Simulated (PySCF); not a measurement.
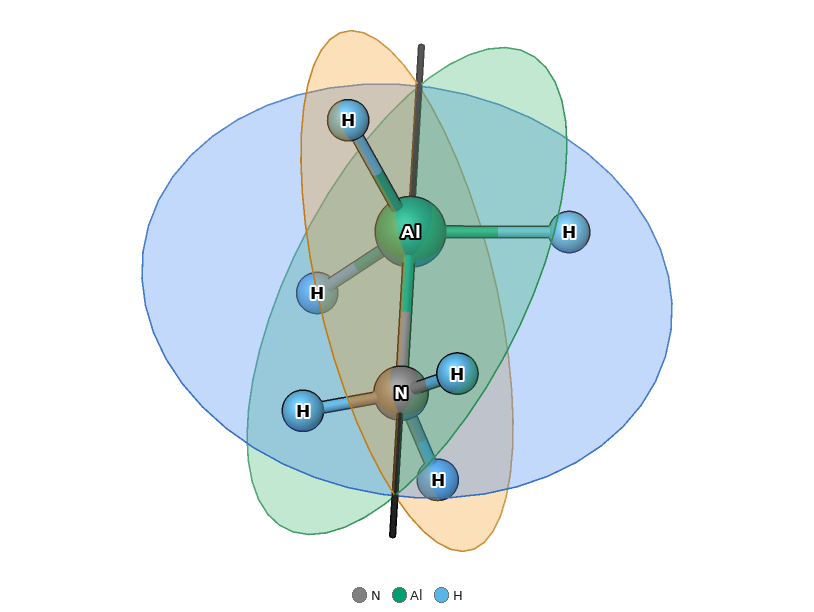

All proper rotation axes (lines) and mirror planes (discs) of the structure are drawn in. Atoms fade into the background with distance from the viewer. Computed geometry: GFN2-xTB optimisation. No frequency run is at hand to confirm it as a minimum.

Question: Name the symmetry elements and the point group.

Answer: It has 1 C3 axis and 3 mirror planes. Point group C3v. The group has 6 operations. The geometry is achiral, and symmetry allows a dipole moment.
